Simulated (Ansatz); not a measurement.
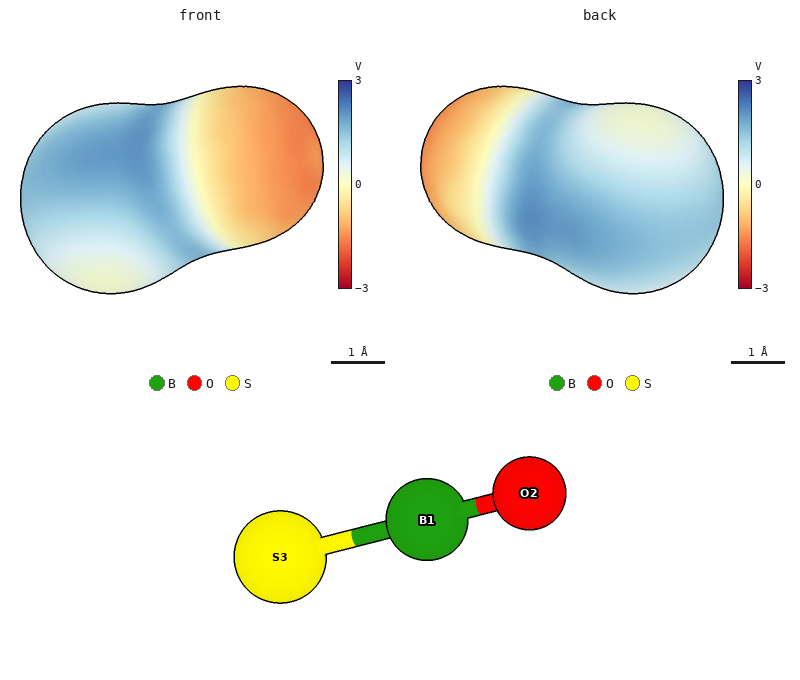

*BOS (SMILES O=B[S]) (doublet). The molecular electrostatic potential painted on the density surface at 0.004 e/bohr³, seen from the front and from behind; the colour scale runs from red (negative) to blue (positive). The bare structure is drawn below in the same view.*

Geometry: B3LYP-D3(BJ)/def2-SVP.

Method: Ansatz, isolated molecule in a Gaussian basis; Kohn-Sham density functional theory, functional PBE0.

Q: Where is the surface potential most negative and most positive?

A: The most negative region (about −1.6 V) lies over O2, the most positive (about +2.1 V) over B1. O2 is the likeliest acceptor of a hydrogen bond.

Q: What dipole moment does the calculation give?

A: Its dipole moment is 2.59 D.
